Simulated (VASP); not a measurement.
Band structure of Ir (fcc). Calculation: optB86b-vdW, VASP's PBE PAW potentials (set 64) (plane waves; VASP).

Unless said otherwise, spin-orbit coupling is left out, though it shifts the bands of the heavy elements here.

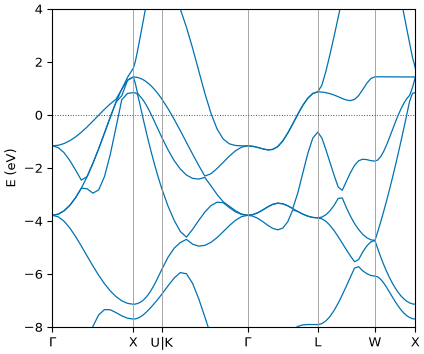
Fig. 1. Bands along high-symmetry lines, zero at the valence-band maximum or, without a gap, the Fermi level

Task: Read the plot: is there a gap, and where are the band edges?

Result: It has no gap at this level: it comes out as a metal or semimetal. (Edges off the drawn lines would not show.)

The compound is Ir in the fcc structure. It was relaxed first.
